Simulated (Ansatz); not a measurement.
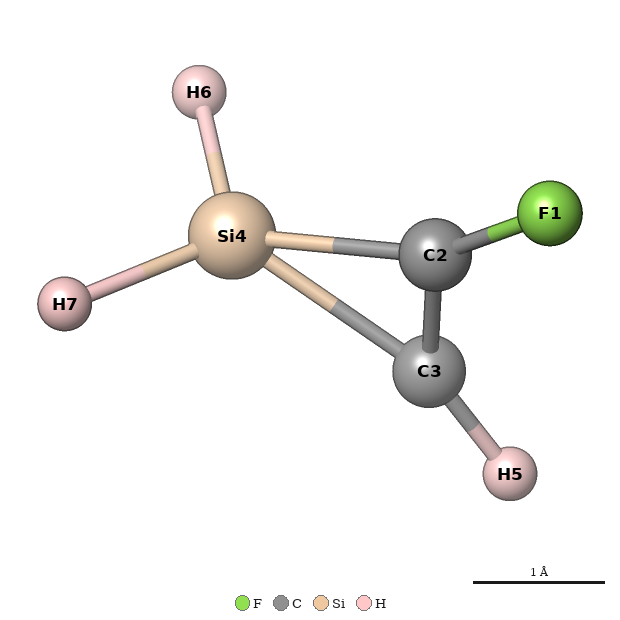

Figure made from data computed with Ansatz.

Orthographic view. Atoms fade into the background with distance from the viewer. Charge +1, doublet. Geometry: the geometry of the neutral molecule.

Write a Z-matrix (Å, degrees) in the order of the atom numbers, with these reference atoms: 2 to 1; 3 to 2, 1; 4 to 2, 1, 3; 5 to 3, 2, 1; 6 to 4, 2, 1; 7 to 4, 6, 2.

```
F  
C    1   1.320
C    2   1.323   1   135.1
Si   2   1.796   1   154.9   3   180.0
H    3   1.081   2   138.8   1     0.0
H    4   1.484   2   122.2   1    76.4
H    4   1.484   6   110.7   2   155.5
```
